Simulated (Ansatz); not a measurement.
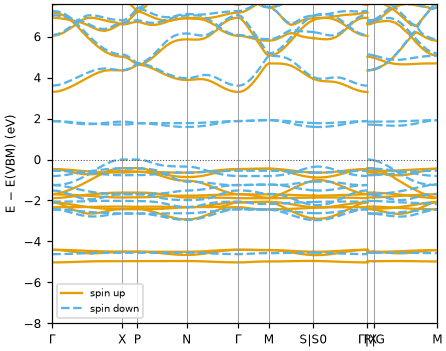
Figure: Band structure from r²SCAN in the plane-wave PAW code Ansatz

The gap is 1.59 eV; an edge lies off the plotted path or next to a special point (maximum at P, minimum off the standard path).

### Question
Which of these materials gives this?
(A) VBiO4, I4_1/a (Bi on 4a, V on 4b, O on 16f)
(B) K2NiO2, I4/mmm (K on 4e, Ni on 2a, O on 4e)
(C) Ca2Bi, I4/mmm (Ca on 4e, Ca on 4c, Bi on 4e)
(D) CsBrF, I4/mmm (Cs on 4e, Br on 4e, F on 4e)

### Answer
B, K2NiO2, I4/mmm (K on 4e, Ni on 2a, O on 4e)

The first step of the workflow began from a Materials Project structure, measured or hypothetical; the Crystallography Open Database files this formula in space group No. 139, but the cells were not matched. Whether it is the stable phase at ambient conditions was not checked. Symmetry was held in the r²SCAN relaxation; its stability against distortions is not shown here. Magnetic state: ferromagnetic, the only order run, not a proven ground state. The cell computed holds one magnetic atom, so no antiferromagnetic order was within reach. Other orbital occupations within this spin state were not tried. No Hubbard U is applied.

Potentials: the later of the program's two PAW sets.
